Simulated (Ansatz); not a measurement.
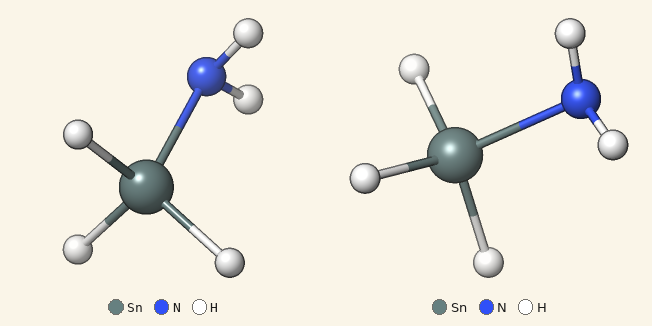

The same structure drawn twice, from different directions.

The geometry was computed by an optimisation with PBE0-D4/def2-TZVP.

Description:

Formula H5NSn. This geometry has Cs symmetry. Coordination: 1 Sn tetrahedral; 1 N trigonal pyramidal.

The parts below concern this one geometry. Atoms keep their numbers from picture to picture.

### Geometry

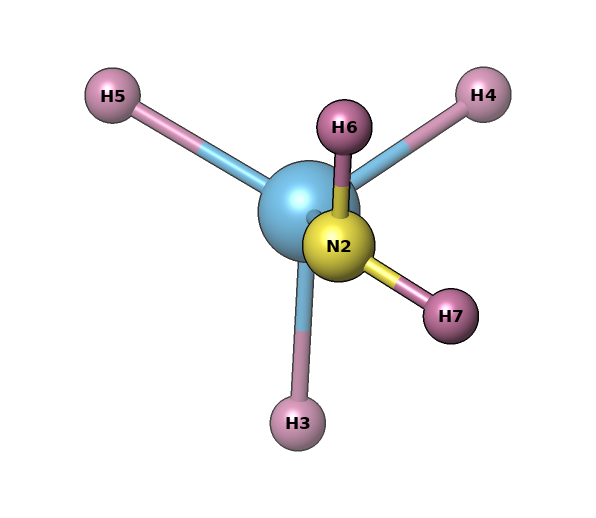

Sn1 lies behind N2. The molecule seen nearly along the N2–Sn1 bond, N2 in front. Atoms fade into the background with distance from the viewer.

What is the torsion angle H6–N2–Sn1–H3? The sign is positive where the front bond must turn clockwise to cover the back bond.

Answer. −179°, antiperiplanar (anti).

### Thermal motion

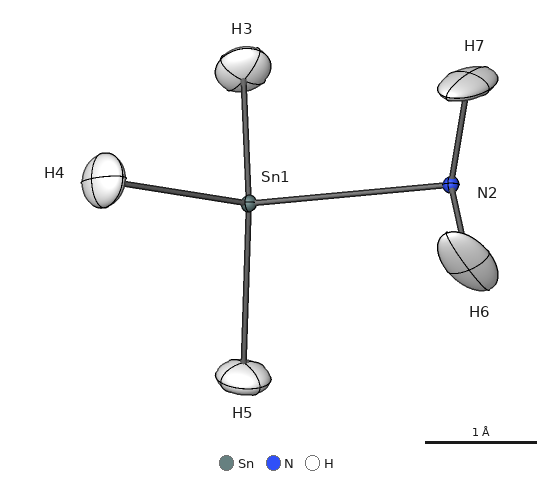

Displacement ellipsoids at the 50 % level, from the internal vibrations of the free molecule (harmonic, no overall translation or rotation; no half-axis is drawn under 0.075 Å). Vibrations computed with RKS PBE0-D4/def2-TZVP, core potentials on Sn (Ansatz 0.2.0). Temperature: 100 K.

Which atom moves most?

Answer. H6, H7, with U_eq = 0.0353 Å².

Does H6 move more along its bond or across it?

Answer. Across it: the root-mean-square amplitude is 0.071 Å along the bond and up to 0.287 Å across, since bending and torsion are softer than stretching.

Give the displacement parameters, one line for each set of equivalent atoms.

```csv
atom,U_eq (Å²),rms amplitudes (Å)
Sn1,0.00002,"0.003, 0.003, 0.006"
N2,0.00090,"0.019, 0.024, 0.042"
"H3, H5",0.0213,"0.092, 0.155, 0.178"
H4,0.0210,"0.093, 0.161, 0.168"
"H6, H7",0.0353,"0.069, 0.138, 0.287"
```

### Charges

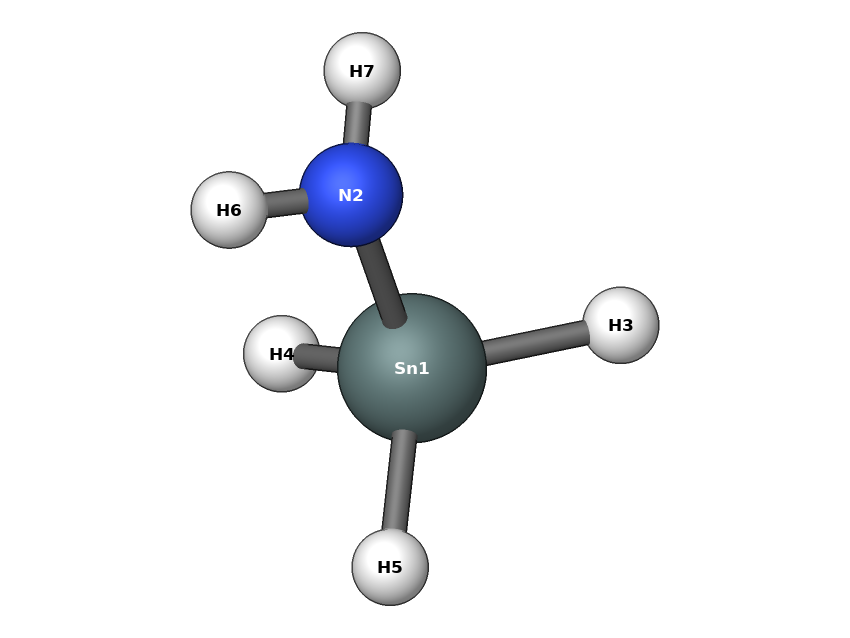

The questions are on Mulliken charges. Level of theory: RKS PBE0-D4/def2-TZVP, core potentials on Sn (Ansatz 0.2.0).

Which atom carries the highest charge (most positive or least negative)?

Answer. Sn1 (0.50 e).

And the lowest?

Answer. N2 (−0.77 e).

List the Mulliken charges.

| atom | value (e) |
| --- | --- |
| Sn1 | 0.50 |
| N2 | −0.77 |
| H3 | −0.06 |
| H4 | −0.08 |
| H5 | −0.06 |
| H6 | 0.23 |
| H7 | 0.23 |

### Vibrations

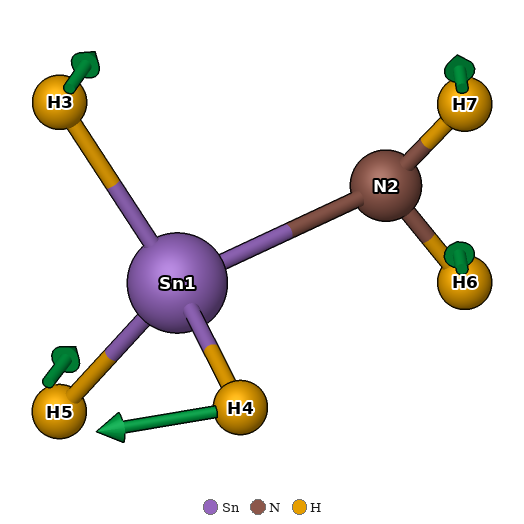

The arrows show one normal mode. Harmonic vibrations computed with RKS PBE0-D4/def2-TZVP, core potentials on Sn (Ansatz 0.2.0) at a stationary point of the same level.

What kind of motion is it?

Answer. Mostly H–Sn–N bending.

Estimate its harmonic wavenumber.

Answer. 472 cm⁻¹; it is mode 3 of 15 counted from the lowest.

Mulliken values depend strongly on the basis set and can even reverse the polarity of a bond.
